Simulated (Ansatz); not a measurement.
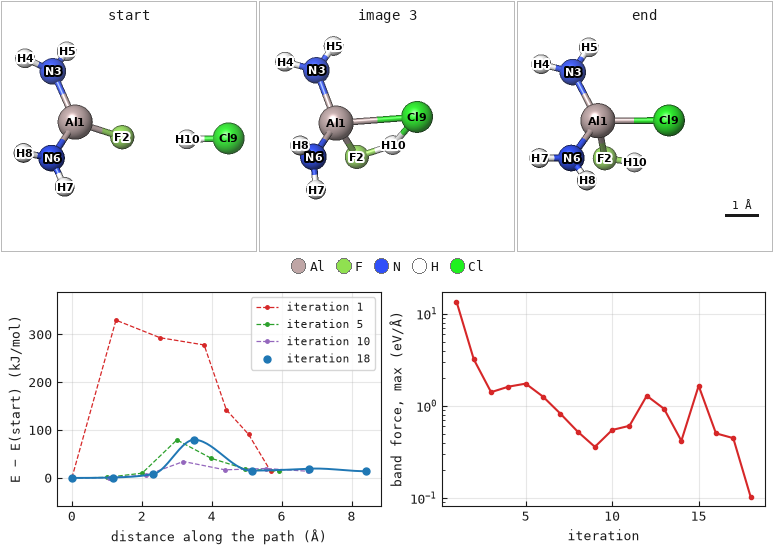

A nudged-elastic-band calculation for AlN$_{2}$H$_{5}$ClF. Images are numbered from 0 (start) to 6 (end). The plot follows the band through its iterations. The picture is a ball-and-stick view, seen at a tilt.

Level of theory: RHF/6-31G* in Ansatz. Settings: 5 movable images; climbing image; force threshold 0.2 eV/Å; iteration limit 60; starting path through a guess of the saddle point.

Question: Did the band converge, and can the barrier be trusted?

Answer: The run met only a loose threshold, so the barrier can't be trusted yet. The band converged in 18 iterations. The largest component of the band force went from 14 to 0.1 eV/Å. The climbing image converged on the top of the path. Its curvatures weren't checked. The force threshold is so loose that the height of the top is at best an upper bound. The first iteration put the highest image at 330.0 kJ/mol. Forward barrier 79.8 kJ/mol, backward barrier 65.8 kJ/mol, with image 3 at the top; the reaction energy is +14.0 kJ/mol. The profile has 2 maxima (images 3, 5) with a dip at image 4 (+15.2 kJ/mol), so the process runs in steps.

Limits of the set-up: Hartree-Fock leaves out electron correlation.
